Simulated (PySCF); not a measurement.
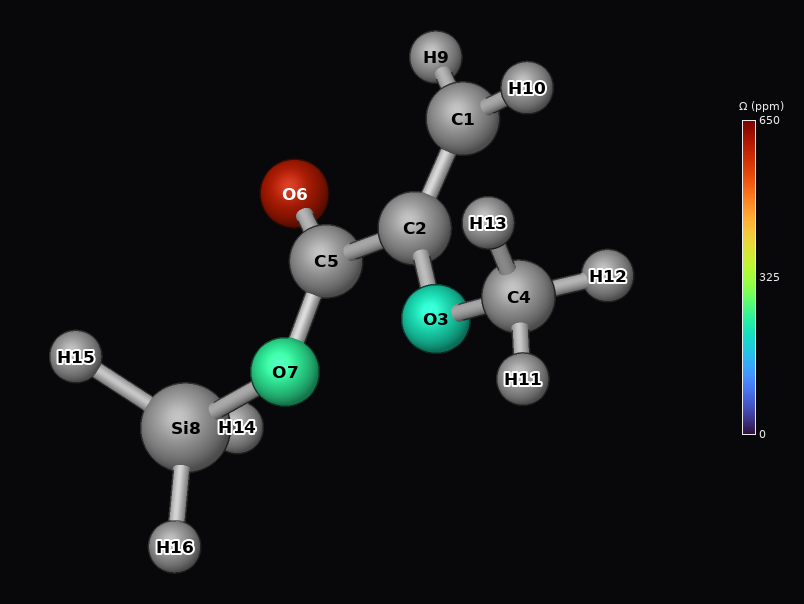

The O atoms are coloured by the span of their shielding tensor. The geometry was computed by an optimisation with GFN2-xTB. No frequency run is at hand to confirm it as a minimum. Properties computed with GIAO PBE0/pcSseg-1 NMR shielding, non-relativistic, gas phase (PySCF 2.14.0). Principal shieldings σ11 ≤ σ22 ≤ σ33, span Ω = σ33 − σ11, skew κ = 3(σiso − σ22)/Ω.

**Which O atom has the most anisotropic shielding?**

O6, with a span of 601 ppm.

Give the shielding tensors of the O atoms.

| atom | σ11 | σ22 | σ33 | σiso | Ω | κ |
| --- | --- | --- | --- | --- | --- | --- |
| O3 | 93.6 | 254.0 | 308.7 | 218.8 | 215.1 | −0.49 |
| O6 | −311.7 | −239.5 | 289.6 | −87.2 | 601.3 | 0.76 |
| O7 | 11.0 | 217.5 | 252.8 | 160.4 | 241.8 | −0.71 |

Shieldings and span in ppm.

The geometry is semi-empirical. Around Si such bond lengths and angles can be off by a tenth of an ångström or more and by several degrees, and values that hang on the shape move with them.
